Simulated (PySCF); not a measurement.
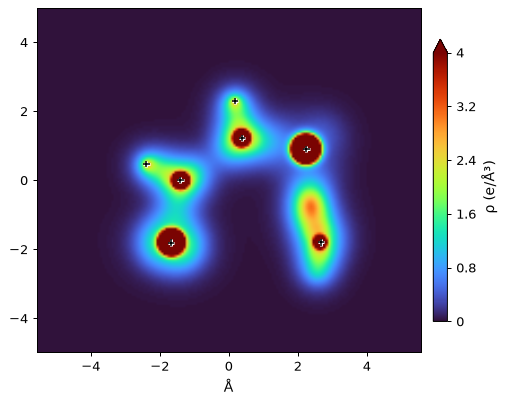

The total electron density on a plane through atoms (crosses mark nuclei in the plane).

Level of theory: PBE0/pcSseg-1, SCF density, gas phase, non-relativistic (PySCF).

Candidates:
A. C6H13NSSi
B. C11H8OS (SMILES O=C(c1ccccc1)c1cccs1)
C. C9H15N (SMILES [H]/N=C1/C=CC[C@H]1CCCC)

Which candidate gave the map?

Answer. Candidate A: C6H13NSSi on the plane of atoms Si3, C4 and H14, which holds C, Si, S and H. C–S (1.82 Å): ρ is about 1.2 e/Å³ halfway.
